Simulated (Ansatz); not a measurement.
# InH3 (SMILES [InH3]): levels of theory compared

Wanted: a comparison of 6 runs (HF/STO-3G, B2PLYP/def2-TZVP, HSE06/def2-TZVP, r2SCAN0/def2-TZVP, wB97X/def2-TZVP, CCSD(T)/def2-TZVP) of InH3. 

The calculation is run with Ansatz 0.2.0.

32 further runs of the same task are left out: 3 that didn't finish, 29 set aside as unsound or not needed.

## (1) The system as given

The species is InH3 (4 atoms), meant as a singlet with charge 0. SMILES: `[InH3]`. The In1–H4 distance was set to 3.103 Å, away from the relaxed value. At this shape a bond of the SMILES string is far longer than usual.

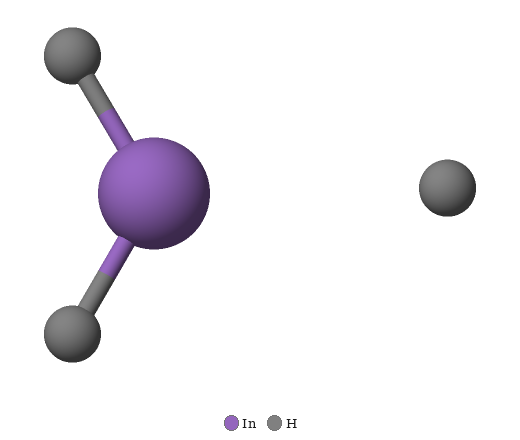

Viewed from a chosen angle; indium purple, hydrogen grey.

## (2) A single-point energy at HF/STO-3G (run 1)

Contents of molecule.yaml:

```yaml
crystal:
  periodic: [false, false, false]
  atoms:
    - {symbol: In, position_ang: [-0.552419, 1.136018, -0.511579]}
    - {symbol: H, position_ang: [-0.150819, 2.667118, 0.171721]}
    - {symbol: H, position_ang: [-1.661919, 1.043818, -1.827879]}
    - {symbol: H, position_ang: [0.721800, -1.454000, 0.628000]}
basis:
  gaussian:
    orbitals: STO-3G
hamiltonian:
  xc: hf
accuracy: high
output:
  orbitals: {seedname: orbitals}
```

Launch:

```bash
$ ansatz run molecule.yaml --threads 1 --pin off --max-ram 3480MiB --events-out events.jsonl --progress --plain --runs-dir runs
```

Output:

```text
Warning: RAYON_NUM_THREADS=1 ignored (pool sized by the plan → 1); use --threads N
Functional definition: HF
  name "HF"
  exchange = exact_x
  correlation = 0
522 factors; integrals over basis functions are off by at most 3.9e-9 eV
mean field evaluation 1: about -154676.5059 eV, gradient 1.3e1 eV
mean field evaluation 2: about -154676.5020 eV, gradient 1.3e1 eV
mean field evaluation 4: about -154679.1388 eV, gradient 1.3e0 eV
mean field evaluation 8: about -154679.1495 eV, gradient 2.9e-4 eV
mean field -154679.14946523 eV, -5684.3538975540 hartree, gradient 8.6e-9 eV, S^2 0.000000; 0 other end points of the search recorded, 0 dependent functions left out
reference -154679.14946523 eV, -5684.3538975540 hartree; 26, 26 occupied and 4, 4 virtual orbitals, 522 factors
Total energy: -154679.14946523 eV, -5684.3538975540 hartree
```

Run time: 0.38 s. Hardware: 1 thread of Arm Neoverse V2, shared host.

## (3) The energy at B2PLYP/def2-TZVP (core potential) (run 2)

Contents of input.yaml:

```yaml
crystal:
  periodic: [false, false, false]
  atoms:
    - {symbol: In, position_ang: [-0.552419, 1.136018, -0.511579]}
    - {symbol: H, position_ang: [-0.150819, 2.667118, 0.171721]}
    - {symbol: H, position_ang: [-1.661919, 1.043818, -1.827879]}
    - {symbol: H, position_ang: [0.721800, -1.454000, 0.628000]}
basis:
  gaussian: {orbitals: def2-TZVP}
hamiltonian: {xc: {name: B2PLYP}}
correlation: {frozen_orbitals: {H: 0, In: 4}}
accuracy: high
output: {orbitals: {seedname: orbitals}}
```

Launch:

```bash
$ ansatz run input.yaml --threads 1 --pin off --max-ram 3480MiB --events-out events.jsonl --progress --plain --runs-dir runs
```

Output, cut to the lines that bear on the results:

```text
Warning: RAYON_NUM_THREADS=1 ignored (pool sized by the plan → 1); use --threads N
Functional definition: B2PLYP
  name "B2PLYP"
[...]
1303 factors; integrals over basis functions are off by at most 2.7e-9 eV
[...]
mean field -5209.94461749 eV, -191.4619332653 hartree, gradient 1.2e-8 eV, S^2 0.000000; 0 other end points of the search recorded, 0 dependent functions left out; unrestricted orbitals would lower it
4 core orbitals not correlated: weight in the atoms' cores, before any rotation towards them, 1.000 or more for the frozen orbitals, at most 0.000 for the correlated occupied ones
reference -5209.94464138 eV, -191.4619341433 hartree; 8, 8 occupied and 56, 56 virtual orbitals, 1303 factors
second order -9.99815641 eV of doubles, -0.00000000 eV of singles
Total energy: -5212.64414361 eV, -191.5611390206 hartree
```

It took 4.5 s on 1 thread of Arm Neoverse V2, shared host; peak memory 0.15 GiB.

## (4) The energy at HSE06/def2-TZVP (core potential) (run 3)

Contents of run.yaml:

```yaml
crystal:
  periodic: [false, false, false]
  atoms:
    - {symbol: In, position_ang: [-0.552419, 1.136018, -0.511579]}
    - {symbol: H, position_ang: [-0.150819, 2.667118, 0.171721]}
    - {symbol: H, position_ang: [-1.661919, 1.043818, -1.827879]}
    - {symbol: H, position_ang: [0.721800, -1.454000, 0.628000]}
basis:
  gaussian: {orbitals: def2-TZVP}
hamiltonian: {xc: hse06}
accuracy: high
output: {orbitals: {seedname: orbitals}}
```

Launch:

```bash
$ ansatz run run.yaml --threads 1 --pin off --max-ram 3480MiB --events-out events.jsonl --progress --plain --runs-dir runs
```

Output:

```text
Warning: RAYON_NUM_THREADS=1 ignored (pool sized by the plan → 1); use --threads N
Functional definition: HSE06
  name "HSE06"
  parameter a = 0.25
  parameter omega = 0.11/bohr
  exchange = pbe_x - a*pbe_x_sr(omega) + a*exact_x_sr(omega)
  correlation = pbe_c
1303 factors; integrals over basis functions are off by at most 2.7e-9 eV
98 factors; integrals over basis functions are off by at most 1.1e-9 eV
mean field evaluation 1: about -5216.9854 eV, gradient 1.9e1 eV
mean field evaluation 2: about -5211.4719 eV, gradient 2.9e1 eV
mean field evaluation 4: about -5218.5492 eV, gradient 2.8e0 eV
mean field evaluation 8: about -5218.5943 eV, gradient 4.1e-1 eV
mean field evaluation 16: about -5218.5953 eV, gradient 1.0e-5 eV
mean field -5218.59532578 eV, -191.7798409314 hartree, gradient 3.8e-8 eV, S^2 0.000000; 0 other end points of the search recorded, 0 dependent functions left out
reference -5218.59533046 eV, -191.7798411035 hartree; 12, 12 occupied and 56, 56 virtual orbitals, 1303 factors
Total energy: -5218.59533046 eV, -191.7798411035 hartree
```

Run time: 3.9 s. Hardware: 1 thread of Arm Neoverse V2, shared host; peak memory 0.16 GiB.

Runs 4 to 5 aren't shown in full; the table further down has their settings and results.

## (5) The energy at CCSD(T)/def2-TZVP (core potential) (run 6)

Contents of molecule.yaml:

```yaml
crystal:
  periodic: [false, false, false]
  atoms:
    - symbol: In
      position_ang: [-0.552419, 1.136018, -0.511579]
    - symbol: H
      position_ang: [-0.150819, 2.667118, 0.171721]
    - symbol: H
      position_ang: [-1.661919, 1.043818, -1.827879]
    - symbol: H
      position_ang: [0.721800, -1.454000, 0.628000]
basis:
  gaussian:
    orbitals: def2-TZVP
total_charge: 0
correlation:
  method: ccsd_t
  frozen_orbitals: {H: 0, In: 4}
accuracy: high
scf:
  omitted_lower_state_checks: [cluster_reference, increment]
```

Launch:

```bash
$ ansatz run molecule.yaml --threads 1 --pin off --max-ram 3480MiB --events-out events.jsonl --progress --plain --runs-dir runs
```

Output, cut to the lines that bear on the results:

```text
Warning: RAYON_NUM_THREADS=1 ignored (pool sized by the plan → 1); use --threads N
[... 2 set-up lines as earlier in the session ...]
[...]
1303 factors; integrals over basis functions are off by at most 2.7e-9 eV
[...]
mean field -5191.87225473 eV, -190.7977861838 hartree, gradient 4.6e-8 eV, S^2 0.000000; 0 other end points of the search recorded, 0 dependent functions left out; unrestricted orbitals would lower it
4 core orbitals not correlated: weight in the atoms' cores, before any rotation towards them, 1.000 or more for the frozen orbitals, at most 0.000 for the correlated occupied ones
reference -5191.87225473 eV, -190.7977861838 hartree; 8, 8 occupied and 56, 56 virtual orbitals, 1303 factors
second order -7.96163564 eV of doubles, -0.00000000 eV of singles
cycle   1  -8.16192127 eV  change   -2.0e-1 eV  update   1.3e-1
[...]
cycle  24  -8.81488672 eV  change    1.5e-9 eV  update   1.5e-9
perturbative correction -0.33773506 eV, -0.0124115347 hartree
Total energy: -5201.02487651 eV, -191.1341388304 hartree
Checks for a lower state left out: cluster_reference, increment
```

Run time: 6 s. Hardware: 1 thread of Arm Neoverse V2, shared host; peak memory 0.29 GiB.

## (6) Overview of the runs

| run | level | core potential | frozen core orbitals | energy (Eh) | HOMO energy (eV) | LUMO energy (eV) | HOMO–LUMO gap (eV) | wall time |
| --- | --- | --- | --- | --- | --- | --- | --- | --- |
| 1 | HF/STO-3G | none | – | -5684.353898 | -4.31 | 4.29 | 8.60 | 0.38 s |
| 2 | B2PLYP/def2-TZVP (core potential) | def2-TZVP | 4 | -191.561139 | -6.93 | -1.91 | 5.02 | 4.5 s |
| 3 | HSE06/def2-TZVP (core potential) | def2-TZVP | – | -191.779841 | -5.89 | -3.25 | 2.65 | 3.9 s |
| 4 | r2SCAN0/def2-TZVP (core potential) | def2-TZVP | – | -191.815565 | -6.40 | -2.87 | 3.53 | 6.3 s |
| 5 | wB97X/def2-TZVP (core potential) | def2-TZVP | – | -191.818057 | -8.30 | -1.14 | 7.16 | 11 s |
| 6 | CCSD(T)/def2-TZVP (core potential) | def2-TZVP | 4 | -191.134139 | – | – | – | 6 s |

## (7) Results

```
                                          quantity          value
                               run 6: total energy  -191.13414 Eh
run 6: correlation energy (4 core orbitals frozen)     -336.4 mEh
                             run 6: (T) correction     -12.41 mEh
                              run 6: T1 diagnostic          0.039
```

Over runs 1, 2, 3, 4, 5 the HOMO–LUMO gap runs from 2.65 eV (HSE06/def2-TZVP) to 8.60 eV (HF/STO-3G). The two ends differ in method and basis and core potential. Totals of different functionals can't be ranked against each other. Some runs of one species differ in core potentials or relativity; totals across that change don't compare. In run 6 the T1 diagnostic is large, so a single reference may not serve. In runs 2, 6 the log says that unrestricted orbitals would lower the reference, so the values rest on an unstable closed-shell determinant (other closed-shell runs at this shape may share the fault). In run 1 the basis is minimal, so the values are rough. In run 1 relativity is left out where basis or elements ask for it. All runs together took 32 s, the longest 11 s.
